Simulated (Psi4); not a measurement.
**UM06-L/cc-pVTZ (sweep point 4) run of SiHClOF (SMILES O[Si](F)Cl)**

What is the vertical ionisation energy of SiHClOF at UM06-L/cc-pVTZ (sweep point 4)? 

Program for the calculation: Psi4 1.11.

4 further runs of the same task are left out: 4 set aside as unsound or not needed.

### 1 The structure to begin with

The species is SiHClOF (5 atoms), meant as a doublet with charge 0. As SMILES, `O[Si](F)Cl`. Geometry: relaxed at PBE0-D4/def2-TZVP. This is one conformer, not always the lowest.

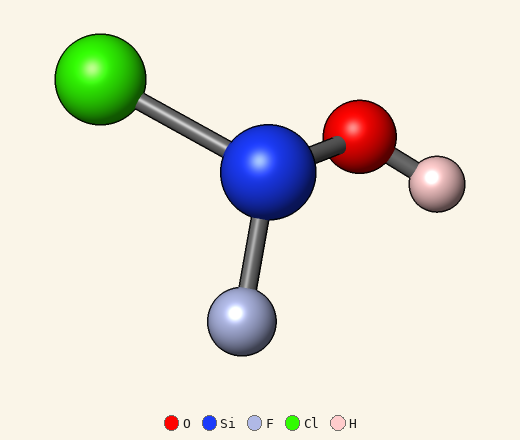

The structure, seen from a chosen angle (oxygen red, silicon blue, fluorine light blue, chlorine green, hydrogen pink).

### 2 A single-point energy at UM06-L/cc-pVTZ (sweep point 4)

Contents of input.in:

```
memory 1600 MB

molecule molecule1 {
  0 2
  O     -0.003500     1.141300    -0.013500
  Si     0.078300    -0.426700     0.425700
  F      0.979500    -1.232100    -0.616800
  Cl    -1.825100    -1.157700     0.353200
  H      0.820600     1.601600    -0.189800
  symmetry c1
}

set reference uks
set puream true
set scf_type pk
set dft_radial_points 99
set dft_spherical_points 590
set d_convergence 1e-05
set e_convergence 1e-05
set maxiter 150

E = energy("m06-l/cc-pVTZ")
```

Started as:

```
$ psi4 -n 1 input.in input.out
```

input.out:

```text
[...]
  Running in c1 symmetry.
[...]
  Nuclear repulsion =  217.611250474468363
[...]
  Multiplicity = 2
[...]
  Nalpha       = 25
  Nbeta        = 24
[...]
    Number of basis functions: 142
[...]
   @UKS iter   1:  -925.28086635355862   -1.35109e-01   6.05353e-03 DIIS/ADIIS
[...]
   @UKS iter   8:  -925.53005250779665   -4.03918e-06   8.73156e-06 DIIS
[...]
   @S^2 Observed:                7.523672486E-01
[...]
    Orbital Energies [Eh]
    ---------------------
    Alpha Occupied:
       1A   -101.198578     2A    -65.922785     3A    -24.510564
       4A    -19.007409     5A     -9.416928     6A     -7.123544
       7A     -7.117280     8A     -7.116880     9A     -5.322549
      10A     -3.633431    11A     -3.632546    12A     -3.631177
      13A     -1.185332    14A     -1.019408    15A     -0.807979
      16A     -0.553014    17A     -0.489123    18A     -0.426117
      19A     -0.416244    20A     -0.398583    21A     -0.369989
      22A     -0.339897    23A     -0.318398    24A     -0.315167
      25A     -0.210170
    Alpha Virtual:
[...]
  @UKS Final Energy:  -925.53005250779665
   => Energetics <=
    Nuclear Repulsion Energy =            217.6112504744683633
    One-Electron Energy =               -1714.1181920981803160
    Two-Electron Energy =                 639.7101962564463520
    DFT Exchange-Correlation Energy =     -68.7333071405310108
    Empirical Dispersion Energy =           0.0000000000000000
    VV10 Nonlocal Energy =                  0.0000000000000000
    Total Energy =                       -925.5300525077966540
[...]
 Multipole Moments:
 ------------------------------------------------------------------------------------
     Multipole            Electronic (a.u.)      Nuclear  (a.u.)        Total (a.u.)
 ------------------------------------------------------------------------------------
 L = 1.  Multiply by 2.5417464519 to convert [e a0] to [Debye]
 Dipole X            :         -0.5449578            1.1356705            0.5907127
 Dipole Y            :         -2.6843829            3.2137269            0.5293439
 Dipole Z            :         -0.0436371            0.1995461            0.1559090
 Magnitude           :                                                    0.8083651
[...]
```

Wall time 39 s (1 thread of Intel Xeon 6975P-C (Granite Rapids), shared host); peak memory 1.3 GiB.

### 3 The singlet cation

Contents of clfhosi.in:

```
memory 1.6 GB

molecule {
  1 1
  O     -0.003500     1.141300    -0.013500
  Si     0.078300    -0.426700     0.425700
  F      0.979500    -1.232100    -0.616800
  Cl    -1.825100    -1.157700     0.353200
  H      0.820600     1.601600    -0.189800
  symmetry c1
}

set {
  basis                cc-pVTZ
  puream               true
  scf_type             pk
  dft_radial_points    99
  dft_spherical_points 590
  d_convergence        1e-05
  e_convergence        1e-05
}

e_tot, wfn = energy("m06-l", return_wfn=True)
print_variables()
```

Started as:

```
$ psi4 -i clfhosi.in -o clfhosi.out -n 1
```

clfhosi.out:

```text
[...]
  Running in c1 symmetry.
[...]
  Nuclear repulsion =  217.611250474468363
[...]
  Multiplicity = 1
[...]
  Nalpha       = 24
  Nbeta        = 24
[...]
    Number of basis functions: 142
[...]
   @RKS iter   1:  -924.96481039791331    1.80947e-01   5.71570e-03 DIIS/ADIIS
[...]
   @RKS iter   9:  -925.20039132770557   -6.52548e-06   4.35846e-06 DIIS
[...]
    Orbital Energies [Eh]
    ---------------------
    Doubly Occupied:
       1A   -101.456365     2A    -66.234298     3A    -24.766154
       4A    -19.270152     5A     -9.670315     6A     -7.379271
       7A     -7.369974     8A     -7.368910     9A     -5.628139
      10A     -3.941961    11A     -3.936146    12A     -3.934474
      13A     -1.429422    14A     -1.265551    15A     -1.045445
      16A     -0.797337    17A     -0.730975    18A     -0.665519
      19A     -0.655092    20A     -0.638073    21A     -0.611101
      22A     -0.579154    23A     -0.548824    24A     -0.543055
[...]
  @RKS Final Energy:  -925.20039132770557
   => Energetics <=
    Nuclear Repulsion Energy =            217.6112504744683633
    One-Electron Energy =               -1701.4061780513809481
    Two-Electron Energy =                 626.9552743314065992
    DFT Exchange-Correlation Energy =     -68.3607380821995889
    Empirical Dispersion Energy =           0.0000000000000000
    VV10 Nonlocal Energy =                  0.0000000000000000
    Total Energy =                       -925.2003913277055744
[...]
 Multipole Moments:
 ------------------------------------------------------------------------------------
     Multipole            Electronic (a.u.)      Nuclear  (a.u.)        Total (a.u.)
 ------------------------------------------------------------------------------------
 L = 1.  Multiply by 2.5417464519 to convert [e a0] to [Debye]
 Dipole X            :         -0.1203675            1.1356705            1.0153030
 Dipole Y            :         -2.5014249            3.2137269            0.7123020
 Dipole Z            :          0.7194823            0.1995461            0.9190284
 Magnitude           :                                                    1.5436410
[...]
```

Run time: 32 s. Hardware: 1 thread of Intel Xeon 6975P-C (Granite Rapids), shared host; peak memory 1.3 GiB.

### 4 Summary of results

At UM06-L/cc-pVTZ (sweep point 4):

```
                                           quantity          value
                      doublet SiHClOF: total energy  -925.53005 Eh
                     doublet SiHClOF: dipole moment         2.05 D
doublet SiHClOF: HOMO energy (highest over α and β)       -5.72 eV
 doublet SiHClOF: LUMO energy (lowest over α and β)       -3.63 eV
                              doublet SiHClOF: ⟨S²⟩          0.752
                       singlet cation: total energy  -925.20039 Eh
                        singlet cation: HOMO energy      -14.78 eV
                        singlet cation: LUMO energy      -12.00 eV
                      singlet cation: HOMO–LUMO gap        2.77 eV
 vertical ionisation energy (to the singlet cation)       8.971 eV
```

Removing an electron at fixed nuclei costs 8.97 eV (866 kJ/mol). Only the singlet of the ionised species was computed; a triplet could lie lower.
